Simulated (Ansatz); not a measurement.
Partial pair distribution functions of a relaxed model of hydrogenated amorphous carbon (C$_{120}$H$_{16}$), broadened by 0.06 Å; density 1.89 g/cm³. Level of theory: PBE, scalar-relativistic without spin-orbit coupling (plane waves to 420 eV, PAW; Ansatz, a quantum-chemistry and plane-wave program). In the spin-polarised cell the level spacing at the Fermi energy can part levels of unlike spin.

Preparation: random packing, a CHGNet melt and quench, and a DFT relaxation. The hot cell started wider than the set density and was brought back towards it in steps. It is the lowest in DFT energy of 4 quenches. It is a model cell: composition and starting density were chosen by hand, and all elements were melted together. No dispersion term was used. Its density started from a set value of 1.89 and ended at 1.89 g/cm³. The quench (nominally 360 K/ps over its main leg) was far faster than any real one, so the model tends to hold more defects than a real film. Values belong to this one cell and scatter from quench to quench. The volume was held where the preparation left it and the shape relaxed, at a PBE pressure of -1.4 GPa (tension). Stress components on the final sampling reach 1.4 GPa. On a 2×2×2 Γ-centred mesh force components of up to 0.16 eV/Å stay, since the relaxation ran on one k-point at (1/4, 1/4, 1/4).

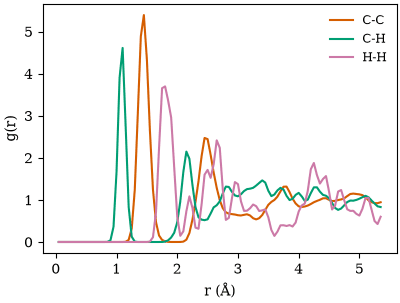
Figure. Partial pair distribution functions

Highest peaks under 4.5 Å: C-C near 1.45 Å, C-H near 1.10 Å, H-H near 1.80 Å; pairs of few atoms are noisy.

Within 1.80 Å each C has 2.97 C neighbours on average.
